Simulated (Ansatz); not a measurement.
Convergence study of shifted k-point meshes for MgTiF₆ (R3, 8 atoms in the cell)

```yaml
crystal:
  lattice:
    - [2.61611, 1.51041, 4.45784]
    - [-2.61611, 1.51041, 4.45784]
    - [0.00000, -3.02082, 4.45784]
  atoms:
    - { symbol: Mg, position: [0.50374, 0.50374, 0.50374] }
    - { symbol: Ti, position: [0.00000, 0.00000, 0.00000] }
    - { symbol: F, position: [0.67162, 0.84246, 0.24225] }
    - { symbol: F, position: [0.32838, 0.15754, 0.75775] }
    - { symbol: F, position: [0.24225, 0.67162, 0.84246] }
    - { symbol: F, position: [0.75775, 0.32838, 0.15754] }
    - { symbol: F, position: [0.84246, 0.24225, 0.67162] }
    - { symbol: F, position: [0.15754, 0.75775, 0.32838] }
```

Level of theory: PBEsol, default PAW files made with PBE (plane waves; Ansatz, an electronic-structure program).

Base settings: basis.ecutwfc = 420 eV; kpoints.mp_grid.grid = 6 6 6; hamiltonian.xc = pbesol; hamiltonian.pseudopotentials = {kind: paw} (the program's default PAW files); scf.occupations.method = fixed.

In this ladder: kpoints.mp_grid.shift = 0.5 0.5 0.5.

Shifted meshes do not hold Γ, so a gap read on them misses any band edge there.

Only quantities that move along the ladder and can be compared are tabulated.

The count of work is k-points × plane waves × bands × iterations; it is no time. Core times come from one kind of shared machine, to one figure; runs under 30 s give none.

The starting cell comes from a database of computed structures (which also holds hypothetical and non-ambient phases and stackings), without a prior relaxation at this level. Its lattice was rescaled by up to half a per cent. One atom was moved a little off its site on purpose.

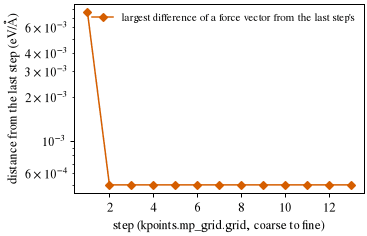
*Distance from the last step along the ladder; very small values are drawn at a floor.*

| kpoints.mp_grid.grid | largest difference of a force vector from the last step's (eV/Å) | gap on the mesh (eV) | count of work / last | core time / last (rough) |
|---|---|---|---|---|
| 2 2 2 | 0.008 | 4.886 | 0.0024 | – |
| 3 3 3 | 0.000 | 4.826 | 0.0073 | – |
| 4 4 4 | 0.000 | 4.808 | 0.015 | – |
| 5 5 5 | 0.000 | 4.798 | 0.028 | – |
| 6 6 6 | 0.000 | 4.793 | 0.046 | – |
| 7 7 7 | 0.000 | 4.790 | 0.073 | – |
| 8 8 8 | 0.000 | 4.788 | 0.11 | 0.1 |
| 9 9 9 | 0.000 | 4.786 | 0.15 | 0.1 |
| 10 10 10 | 0.000 | 4.786 | 0.21 | 0.2 |
| 11 11 11 | 0.000 | 4.785 | 0.27 | 0.2 |
| 12 12 12 | 0.000 | 4.785 | 0.35 | 0.3 |
| 14 14 14 | 0.000 | 4.784 | 0.56 | 0.5 |
| 15 15 15 | 0.000 | 4.784 | 0.69 | 0.6 |
| 17 17 17 | 0.000 | 4.783 | 1.0 | 1 |

Coarsest kpoints.mp_grid.grid that holds the forces within 0.005 eV/Å of the last step, with all finer ones: 3 3 3, at 0.0073 of the last step's count of work; the step before is off by 0.008 eV/Å.

Keys are those of Ansatz 0.2.
